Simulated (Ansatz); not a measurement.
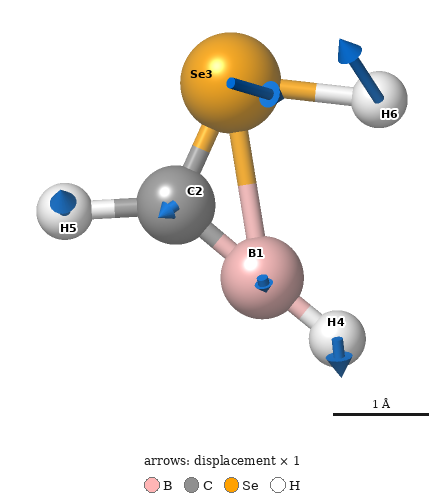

A relaxation of CH3BSe. The starting structure is drawn; blue arrows show the displacements, at their true length. The two geometries are superimposed by the best rigid fit.

The picture is a ball-and-stick view, seen face on.

It is one of the separated reactants of a reaction.

The calculation used Ansatz, RKS PBE-D4/def2-SVP.

The input:
```yaml
crystal:
  periodic: [false, false, false]
  atoms:
    - {symbol: B, position_ang: [-0.776982, 0.258316, -0.021889]}
    - {symbol: C, position_ang: [0.251455, 0.202305, -0.615628]}
    - {symbol: Se, position_ang: [1.143877, -0.488754, 0.230416]}
    - {symbol: H, position_ang: [-1.653170, 0.300333, 0.498424]}
    - {symbol: H, position_ang: [0.657592, 0.561362, -1.651607]}
    - {symbol: H, position_ang: [0.377229, -0.833563, 1.560283]}
basis:
  gaussian: {orbitals: def2-SVP}
hamiltonian: {xc: pbe, dispersion: d4}
relax: {f_tol: 0.03, max_steps: 250}
```

Command:
```bash
ansatz run in.yaml --threads 2 --pin off --events-out ev --progress --plain --max-ram 4352MiB
```

> What did the optimiser do to the structure, and how much energy did it gain?

Over 14 geometry steps the energy falls by 9.400 eV. The largest force component goes from 29 to 0.014 eV/Å. The atom that moves furthest after the best rigid fit is H6 (0.93 Å). Largest moves by element: H 0.93 Å, Se 0.88 Å, C 0.24 Å, B 0.20 Å. Near-neighbour distances that change, for instance: C2–Se3 1.411 → 1.966 Å, B1–C2 1.189 → 1.395 Å, B1–H4 1.020 → 1.198 Å, C2–H5 1.169 → 1.092 Å. Bond angles that change, for instance: B1–C2–Se3 105.7° → 76.5°, B1–Se3–H6 74.4° → 102.5°, B1–C2–H5 136.8° → 160.9°.
